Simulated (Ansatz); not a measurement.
**CH5FGe (SMILES [CH3][GeH2][F]): a chain of runs**

We compute a structure relaxation (singlet CH5FGe, PBE0/LANL2DZ), then vibrational wavenumbers (singlet CH5FGe, PBE0/LANL2DZ), then the energy (singlet CH5FGe, wB97X/6-31G**), then the energy (doublet CH5FGe+, U-wB97X/6-31G**), then a geometry optimisation (doublet CH5FGe+, UPBE0/LANL2DZ) of CH5FGe. 

The results are computed with Ansatz 0.2.0.

## (1) The system as given

The species is CH5FGe (8 atoms), meant as a singlet with charge 0. SMILES: `[CH3][GeH2][F]`. All atoms were displaced at random from a relaxed shape. The run starts from this shape.

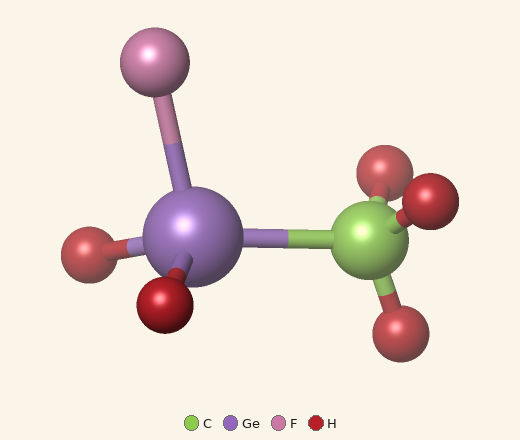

The structure, seen from a chosen angle (carbon green, germanium purple, fluorine pink, hydrogen red).

## (2) A geometry optimisation at PBE0/LANL2DZ (core potential) (run 1)

in.yaml reads:

```yaml
crystal:
  periodic: [false, false, false]
  atoms:
    - {symbol: C, position_ang: [-0.620600, 0.741429, -0.371169]}
    - {symbol: Ge, position_ang: [0.326280, -0.830298, 0.167139]}
    - {symbol: F, position_ang: [1.308745, -0.314507, 1.714603]}
    - {symbol: H, position_ang: [-1.308737, 0.553997, -1.185668]}
    - {symbol: H, position_ang: [-0.025383, 1.573928, -0.571531]}
    - {symbol: H, position_ang: [-1.245557, 1.113079, 0.522436]}
    - {symbol: H, position_ang: [1.407812, -1.272961, -0.882036]}
    - {symbol: H, position_ang: [-0.346404, -1.989384, 0.839688]}
basis:
  gaussian:
    orbitals: LANL2DZ.json
hamiltonian:
  xc: pbe0
relax: {}
```

The basis set LANL2DZ is read from a file made from the Basis Set Exchange's data (not shown).

On the command line:

```bash
$ ansatz run in.yaml --threads 1 --pin off --max-ram 2610MiB --events-out events.jsonl --progress --plain --runs-dir runs
```

Log:

```text
Warning: RAYON_NUM_THREADS=1 ignored (pool sized by the plan → 1); use --threads N
The last accepted step is kept in runs//last_step.txt (removed where the run ends without a failure and the disk answers)
Functional definition: PBE0
  name "PBE0"
  parameter a = 0.25
  parameter kappa = 0.804
  parameter beta = 0.06672455060314922
  exchange = (1 - a)*pbe_x(kappa = kappa, mu = beta*pi^2/3) + a*exact_x
  correlation = pbe_c(beta = beta)
468 factors; integrals over basis functions are off by at most 3.4e-4 eV
mean field evaluation 1: about -3929.3978 eV, gradient 4.8e1 eV
mean field evaluation 2: about -3923.8662 eV, gradient 7.3e1 eV
mean field evaluation 4: about -3934.6480 eV, gradient 2.0e0 eV
mean field evaluation 8: about -3934.6501 eV, gradient 6.3e-2 eV
mean field -3934.65011532 eV, -144.5957247364 hartree, gradient 2.0e-5 eV, S^2 0.000000; 0 other end points of the search recorded, 0 dependent functions left out
the calculation of the forces begins
reference -3934.65013734 eV, -144.5957255456 hartree; 12, 12 occupied and 24, 24 virtual orbitals, 468 factors
relax step   1: F+E_penalty+E_count = -3934.65011532 eV  Δ(F+E_penalty+E_count) = +0.000e0 eV  max|allowed force component| = 2.575e0 eV/Å  Δτ_max = 0.0000 Å  (22 SCF iters, accepted)
these checks for a lower state are left out or cut short: starts, cluster_reference, orbital_swaps, neighbouring_geometries, increment
468 factors; integrals over basis functions are off by at most 3.1e-4 eV
mean field evaluation 16: about -3934.9958 eV, gradient 1.8e-1 eV
mean field -3934.98853482 eV, -144.6081614236 hartree, gradient 1.2e-5 eV, S^2 0.000000; 0 other end points of the search recorded, 0 dependent functions left out
the calculation of the forces begins
reference -3934.98855699 eV, -144.6081622382 hartree; 12, 12 occupied and 24, 24 virtual orbitals, 468 factors
relax step   2: F+E_penalty+E_count = -3934.98853482 eV  Δ(F+E_penalty+E_count) = -3.384e-1 eV  max|allowed force component| = 9.219e-1 eV/Å  Δτ_max = 0.1833 Å  (26 SCF iters, accepted)
these checks for a lower state are left out or cut short: starts, cluster_reference, orbital_swaps, neighbouring_geometries, increment
468 factors; integrals over basis functions are off by at most 3.0e-4 eV
mean field -3935.03936072 eV, -144.6100292408 hartree, gradient 9.9e-6 eV, S^2 0.000000; 0 other end points of the search recorded, 0 dependent functions left out
the calculation of the forces begins
reference -3935.03938289 eV, -144.6100300558 hartree; 12, 12 occupied and 24, 24 virtual orbitals, 468 factors
relax step   3: F+E_penalty+E_count = -3935.03936072 eV  Δ(F+E_penalty+E_count) = -5.083e-2 eV  max|allowed force component| = 1.754e-1 eV/Å  Δτ_max = 0.0688 Å  (25 SCF iters, accepted)
these checks for a lower state are left out or cut short: starts, cluster_reference, orbital_swaps, neighbouring_geometries, increment
468 factors; integrals over basis functions are off by at most 3.0e-4 eV
mean field evaluation 32: about -3935.0425 eV, gradient 1.9e-5 eV
mean field -3935.04251103 eV, -144.6101450126 hartree, gradient 1.0e-5 eV, S^2 0.000000; 0 other end points of the search recorded, 0 dependent functions left out
the calculation of the forces begins
reference -3935.04253322 eV, -144.6101458281 hartree; 12, 12 occupied and 24, 24 virtual orbitals, 468 factors
relax step   4: F+E_penalty+E_count = -3935.04251103 eV  Δ(F+E_penalty+E_count) = -3.150e-3 eV  max|allowed force component| = 5.282e-2 eV/Å  Δτ_max = 0.0259 Å  (25 SCF iters, accepted)
these checks for a lower state are left out or cut short: starts, cluster_reference, orbital_swaps, neighbouring_geometries, increment
468 factors; integrals over basis functions are off by at most 3.0e-4 eV
mean field -3935.04279988 eV, -144.6101556278 hartree, gradient 1.3e-5 eV, S^2 0.000000; 0 other end points of the search recorded, 0 dependent functions left out
the calculation of the forces begins
reference -3935.04282205 eV, -144.6101564427 hartree; 12, 12 occupied and 24, 24 virtual orbitals, 468 factors
relax step   5: F+E_penalty+E_count = -3935.04279988 eV  Δ(F+E_penalty+E_count) = -2.889e-4 eV  max|allowed force component| = 1.858e-2 eV/Å  Δτ_max = 0.0090 Å  (20 SCF iters, accepted)
these checks for a lower state are left out or cut short: starts, cluster_reference, orbital_swaps, neighbouring_geometries, increment
468 factors; integrals over basis functions are off by at most 3.0e-4 eV
mean field -3935.04285744 eV, -144.6101577432 hartree, gradient 1.7e-5 eV, S^2 0.000000; 0 other end points of the search recorded, 0 dependent functions left out
the calculation of the forces begins
reference -3935.04287962 eV, -144.6101585580 hartree; 12, 12 occupied and 24, 24 virtual orbitals, 468 factors
relax step   6: F+E_penalty+E_count = -3935.04285744 eV  Δ(F+E_penalty+E_count) = -5.756e-5 eV  max|allowed force component| = 3.606e-3 eV/Å  Δτ_max = 0.0066 Å  (19 SCF iters, accepted)
468 factors; integrals over basis functions are off by at most 3.0e-4 eV
mean field -3935.04285744 eV, -144.6101577432 hartree, gradient 1.7e-5 eV, S^2 0.000000; 1 other end points of the search recorded, 0 dependent functions left out
the calculation of the forces begins
reference -3935.04287962 eV, -144.6101585580 hartree; 12, 12 occupied and 24, 24 virtual orbitals, 468 factors
Total energy: -3935.04287962 eV, -144.6101585580 hartree
Atom 0 at    -0.649506     0.745478    -0.308002 Å, force     0.000637    -0.001550     0.000567 eV/Å
Atom 1 at     0.400697    -0.798839     0.243595 Å, force    -0.001514     0.003606     0.000073 eV/Å
Atom 2 at     1.381240    -0.277940     1.647363 Å, force    -0.000029    -0.000711    -0.000990 eV/Å
Atom 3 at    -1.284786     0.494708    -1.164917 Å, force     0.001470    -0.000714     0.000382 eV/Å
Atom 4 at     0.009157     1.572076    -0.592493 Å, force    -0.000447    -0.001141     0.001051 eV/Å
Atom 5 at    -1.289606     1.082847     0.513309 Å, force     0.000755    -0.000860    -0.000984 eV/Å
Atom 6 at     1.403696    -1.264765    -0.841053 Å, force    -0.001017     0.000373     0.000084 eV/Å
Atom 7 at    -0.474736    -1.978281     0.735660 Å, force     0.000144     0.000997    -0.000183 eV/Å
Dipole moment:    -0.413570    -0.044107    -0.512426 e Å
```

Run time: 3.9 s. Hardware: 1 thread of AMD EPYC 9R45 (Zen 5), shared host; peak memory 0.15 GiB.

Steps, from the record of the run:

| step | energy from the first frame kept (eV) | largest force (eV/Å) |
| --- | --- | --- |
| 1 | 0.0000 | 3.4195 |
| 2 | -0.3384 | 1.1867 |
| 3 | -0.3892 | 0.2058 |
| 4 | -0.3924 | 0.0561 |
| 5 | -0.3927 | 0.0217 |
| 6 | -0.3927 | 0.0039 |

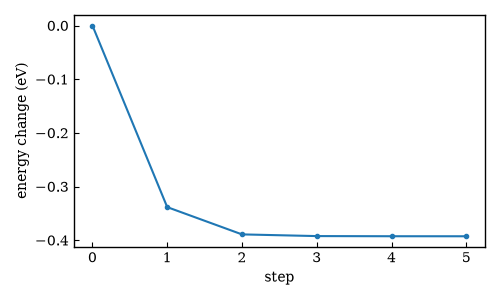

Energy along the run.

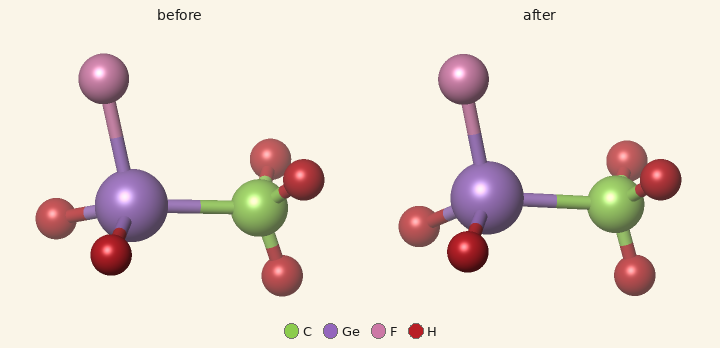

Before and after, at one scale.

After the run. Bond lengths: C1–Ge2 1.947 Å, Ge2–F3 1.790 Å, C1–H4 1.096 Å, C1–H5 1.095 Å, C1–H6 1.095 Å, Ge2–H7 1.549 Å, Ge2–H8 1.549 Å. Some angles: C1–Ge2–F3 106.7°, C1–Ge2–H7 112.9°, C1–Ge2–H8 112.9°, F3–Ge2–H7 106.4°, F3–Ge2–H8 106.4°, Ge2–C1–H4 110.7°, Ge2–C1–H5 110.4°, Ge2–C1–H6 110.3°, H7–Ge2–H8 111.1°, H4–C1–H5 108.6°.

## (3) Vibrational wavenumbers at PBE0/LANL2DZ (core potential) (run 2)

in.yaml reads:

```yaml
crystal:
  periodic: [false, false, false]
  atoms:
    - {symbol: C, position_ang: [-0.649506, 0.745478, -0.308002]}
    - {symbol: Ge, position_ang: [0.400697, -0.798839, 0.243595]}
    - {symbol: F, position_ang: [1.381240, -0.277940, 1.647363]}
    - {symbol: H, position_ang: [-1.284786, 0.494708, -1.164917]}
    - {symbol: H, position_ang: [0.009157, 1.572076, -0.592493]}
    - {symbol: H, position_ang: [-1.289606, 1.082847, 0.513309]}
    - {symbol: H, position_ang: [1.403696, -1.264765, -0.841053]}
    - {symbol: H, position_ang: [-0.474736, -1.978281, 0.735660]}
basis:
  gaussian:
    orbitals: LANL2DZ.json
hamiltonian:
  xc: {name: PBE0}
phonons: {}
```

The basis set LANL2DZ is read from a file made from the Basis Set Exchange's data (not shown).

On the command line:

```bash
$ ansatz run in.yaml --threads 1 --pin off --max-ram 2610MiB --events-out events.jsonl --progress --plain --runs-dir runs
```

Log:

```text
Warning: RAYON_NUM_THREADS=1 ignored (pool sized by the plan → 1); use --threads N
[... 7 set-up lines as earlier in the session ...]
468 factors; integrals over basis functions are off by at most 3.0e-4 eV
mean field evaluation 1: about -3930.0706 eV, gradient 4.7e1 eV
mean field evaluation 2: about -3926.1353 eV, gradient 6.5e1 eV
mean field evaluation 4: about -3935.0434 eV, gradient 1.7e0 eV
mean field evaluation 8: about -3935.0429 eV, gradient 4.4e-2 eV
mean field -3935.04288870 eV, -144.6101588918 hartree, gradient 1.1e-5 eV, S^2 0.000000; 0 other end points of the search recorded, 0 dependent functions left out
[... 5 lines left out ...]
mean field -3935.04274045 eV, -144.6101534438 hartree, gradient 9.8e-7 eV, S^2 0.000000; 0 other end points of the search recorded, 0 dependent functions left out
[... 4 lines left out ...]
mean field -3935.04273768 eV, -144.6101533421 hartree, gradient 1.0e-6 eV, S^2 0.000000; 0 other end points of the search recorded, 0 dependent functions left out
[... 5 lines left out ...]
mean field -3935.04275161 eV, -144.6101538541 hartree, gradient 1.4e-6 eV, S^2 0.000000; 0 other end points of the search recorded, 0 dependent functions left out
[... 4 lines left out ...]
mean field -3935.04275905 eV, -144.6101541274 hartree, gradient 2.0e-6 eV, S^2 0.000000; 0 other end points of the search recorded, 0 dependent functions left out
[... 4 lines left out ...]
mean field -3935.04272988 eV, -144.6101530555 hartree, gradient 8.9e-7 eV, S^2 0.000000; 0 other end points of the search recorded, 0 dependent functions left out
[... 4 lines left out ...]
mean field -3935.04272750 eV, -144.6101529680 hartree, gradient 1.5e-6 eV, S^2 0.000000; 0 other end points of the search recorded, 0 dependent functions left out
[... 4 lines left out ...]
mean field -3935.04279059 eV, -144.6101552865 hartree, gradient 3.0e-6 eV, S^2 0.000000; 0 other end points of the search recorded, 0 dependent functions left out
[... 4 lines left out ...]
mean field -3935.04279662 eV, -144.6101555081 hartree, gradient 9.4e-7 eV, S^2 0.000000; 0 other end points of the search recorded, 0 dependent functions left out
[... 5 lines left out ...]
mean field -3935.04280357 eV, -144.6101557632 hartree, gradient 8.1e-7 eV, S^2 0.000000; 0 other end points of the search recorded, 0 dependent functions left out
[... 4 lines left out ...]
mean field -3935.04278489 eV, -144.6101550768 hartree, gradient 7.6e-7 eV, S^2 0.000000; 0 other end points of the search recorded, 0 dependent functions left out
[... 4 lines left out ...]
mean field -3935.04279307 eV, -144.6101553774 hartree, gradient 2.1e-6 eV, S^2 0.000000; 0 other end points of the search recorded, 0 dependent functions left out
[... 4 lines left out ...]
mean field -3935.04279104 eV, -144.6101553028 hartree, gradient 2.5e-6 eV, S^2 0.000000; 0 other end points of the search recorded, 0 dependent functions left out
[... 4 lines left out ...]
mean field -3935.04286341 eV, -144.6101579626 hartree, gradient 2.5e-6 eV, S^2 0.000000; 0 other end points of the search recorded, 0 dependent functions left out
[... 5 lines left out ...]
mean field -3935.04286460 eV, -144.6101580062 hartree, gradient 9.6e-7 eV, S^2 0.000000; 0 other end points of the search recorded, 0 dependent functions left out
[... 4 lines left out ...]
mean field -3935.04287594 eV, -144.6101584229 hartree, gradient 1.4e-6 eV, S^2 0.000000; 0 other end points of the search recorded, 0 dependent functions left out
[... 4 lines left out ...]
mean field -3935.04288034 eV, -144.6101585848 hartree, gradient 2.2e-6 eV, S^2 0.000000; 0 other end points of the search recorded, 0 dependent functions left out
[... 4 lines left out ...]
mean field -3935.04284060 eV, -144.6101571243 hartree, gradient 3.0e-6 eV, S^2 0.000000; 0 other end points of the search recorded, 0 dependent functions left out
[... 4 lines left out ...]
mean field -3935.04284672 eV, -144.6101573490 hartree, gradient 9.8e-7 eV, S^2 0.000000; 0 other end points of the search recorded, 0 dependent functions left out
[... 5 lines left out ...]
mean field -3935.04284756 eV, -144.6101573800 hartree, gradient 2.6e-6 eV, S^2 0.000000; 0 other end points of the search recorded, 0 dependent functions left out
[... 4 lines left out ...]
mean field -3935.04284026 eV, -144.6101571118 hartree, gradient 1.8e-6 eV, S^2 0.000000; 0 other end points of the search recorded, 0 dependent functions left out
[... 4 lines left out ...]
mean field -3935.04286875 eV, -144.6101581588 hartree, gradient 1.5e-6 eV, S^2 0.000000; 0 other end points of the search recorded, 0 dependent functions left out
[... 4 lines left out ...]
mean field -3935.04287232 eV, -144.6101582900 hartree, gradient 1.4e-6 eV, S^2 0.000000; 0 other end points of the search recorded, 0 dependent functions left out
[... 4 lines left out ...]
mean field -3935.04281875 eV, -144.6101563212 hartree, gradient 6.9e-7 eV, S^2 0.000000; 0 other end points of the search recorded, 0 dependent functions left out
[... 4 lines left out ...]
mean field -3935.04281726 eV, -144.6101562666 hartree, gradient 2.6e-6 eV, S^2 0.000000; 0 other end points of the search recorded, 0 dependent functions left out
[... 5 lines left out ...]
mean field -3935.04283943 eV, -144.6101570814 hartree, gradient 2.5e-6 eV, S^2 0.000000; 0 other end points of the search recorded, 0 dependent functions left out
[... 4 lines left out ...]
mean field -3935.04284162 eV, -144.6101571618 hartree, gradient 3.0e-6 eV, S^2 0.000000; 0 other end points of the search recorded, 0 dependent functions left out
[... 4 lines left out ...]
mean field -3935.04281922 eV, -144.6101563384 hartree, gradient 2.5e-6 eV, S^2 0.000000; 0 other end points of the search recorded, 0 dependent functions left out
[... 4 lines left out ...]
mean field -3935.04282465 eV, -144.6101565381 hartree, gradient 8.0e-7 eV, S^2 0.000000; 0 other end points of the search recorded, 0 dependent functions left out
[... 4 lines left out ...]
mean field -3935.04287124 eV, -144.6101582502 hartree, gradient 1.5e-6 eV, S^2 0.000000; 0 other end points of the search recorded, 0 dependent functions left out
[... 5 lines left out ...]
mean field -3935.04286582 eV, -144.6101580511 hartree, gradient 1.0e-6 eV, S^2 0.000000; 0 other end points of the search recorded, 0 dependent functions left out
[... 4 lines left out ...]
mean field -3935.04284486 eV, -144.6101572809 hartree, gradient 2.6e-6 eV, S^2 0.000000; 0 other end points of the search recorded, 0 dependent functions left out
[... 4 lines left out ...]
mean field -3935.04284111 eV, -144.6101571428 hartree, gradient 1.2e-6 eV, S^2 0.000000; 0 other end points of the search recorded, 0 dependent functions left out
[... 4 lines left out ...]
mean field -3935.04286417 eV, -144.6101579903 hartree, gradient 1.1e-6 eV, S^2 0.000000; 0 other end points of the search recorded, 0 dependent functions left out
[... 4 lines left out ...]
mean field -3935.04286850 eV, -144.6101581496 hartree, gradient 1.6e-6 eV, S^2 0.000000; 0 other end points of the search recorded, 0 dependent functions left out
[... 5 lines left out ...]
mean field -3935.04281941 eV, -144.6101563454 hartree, gradient 2.5e-6 eV, S^2 0.000000; 0 other end points of the search recorded, 0 dependent functions left out
[... 4 lines left out ...]
mean field -3935.04282397 eV, -144.6101565130 hartree, gradient 8.9e-7 eV, S^2 0.000000; 0 other end points of the search recorded, 0 dependent functions left out
[... 4 lines left out ...]
mean field -3935.04286059 eV, -144.6101578589 hartree, gradient 1.6e-6 eV, S^2 0.000000; 0 other end points of the search recorded, 0 dependent functions left out
[... 4 lines left out ...]
mean field -3935.04286582 eV, -144.6101580509 hartree, gradient 1.5e-6 eV, S^2 0.000000; 0 other end points of the search recorded, 0 dependent functions left out
[... 4 lines left out ...]
mean field -3935.04287963 eV, -144.6101585587 hartree, gradient 7.6e-7 eV, S^2 0.000000; 0 other end points of the search recorded, 0 dependent functions left out
[... 4 lines left out ...]
mean field -3935.04287788 eV, -144.6101584944 hartree, gradient 2.7e-6 eV, S^2 0.000000; 0 other end points of the search recorded, 0 dependent functions left out
[... 5 lines left out ...]
mean field -3935.04286068 eV, -144.6101578623 hartree, gradient 1.8e-6 eV, S^2 0.000000; 0 other end points of the search recorded, 0 dependent functions left out
[... 4 lines left out ...]
mean field -3935.04286039 eV, -144.6101578515 hartree, gradient 1.8e-6 eV, S^2 0.000000; 0 other end points of the search recorded, 0 dependent functions left out
[... 4 lines left out ...]
mean field -3935.04286868 eV, -144.6101581560 hartree, gradient 1.6e-6 eV, S^2 0.000000; 0 other end points of the search recorded, 0 dependent functions left out
[... 4 lines left out ...]
mean field -3935.04286787 eV, -144.6101581265 hartree, gradient 1.7e-6 eV, S^2 0.000000; 0 other end points of the search recorded, 0 dependent functions left out
[... 4 lines left out ...]
mean field -3935.04285872 eV, -144.6101577902 hartree, gradient 1.6e-6 eV, S^2 0.000000; 0 other end points of the search recorded, 0 dependent functions left out
[... 5 lines left out ...]
mean field -3935.04285399 eV, -144.6101576165 hartree, gradient 1.7e-6 eV, S^2 0.000000; 0 other end points of the search recorded, 0 dependent functions left out
[... 4 lines left out ...]
mean field -3935.04287741 eV, -144.6101584768 hartree, gradient 1.1e-6 eV, S^2 0.000000; 0 other end points of the search recorded, 0 dependent functions left out
[... 4 lines left out ...]
mean field -3935.04287833 eV, -144.6101585108 hartree, gradient 1.0e-6 eV, S^2 0.000000; 0 other end points of the search recorded, 0 dependent functions left out
[... 2 lines left out ...]
Total energy: -3935.04291082 eV, -144.6101597048 hartree
Atom 0 at    -0.649506     0.745478    -0.308002 Å, force     0.000549    -0.001455     0.000474 eV/Å
Atom 1 at     0.400697    -0.798839     0.243595 Å, force    -0.001197     0.003749     0.000432 eV/Å
Atom 2 at     1.381240    -0.277940     1.647363 Å, force    -0.000244    -0.000876    -0.001268 eV/Å
Atom 3 at    -1.284786     0.494708    -1.164917 Å, force     0.001474    -0.000727     0.000375 eV/Å
Atom 4 at     0.009157     1.572076    -0.592493 Å, force    -0.000456    -0.001153     0.001070 eV/Å
Atom 5 at    -1.289606     1.082847     0.513309 Å, force     0.000766    -0.000854    -0.000977 eV/Å
Atom 6 at     1.403696    -1.264765    -0.841053 Å, force    -0.001055     0.000346     0.000074 eV/Å
Atom 7 at    -0.474736    -1.978281     0.735660 Å, force     0.000164     0.000970    -0.000180 eV/Å
Dipole moment:    -0.413571    -0.044108    -0.512426 e Å
Vibrations: 137.05 187.33 474.12 611.70 634.99 645.26 751.14 884.32 907.81 913.26 1356.18 1486.06 1496.70 2124.62 2128.84 3083.55 3192.99 3201.38 cm⁻¹, zero-point energy 1.501282 eV
```

Wall time 19 s (1 thread of AMD EPYC 9R45 (Zen 5), shared host).

[end of part 1 of 2]
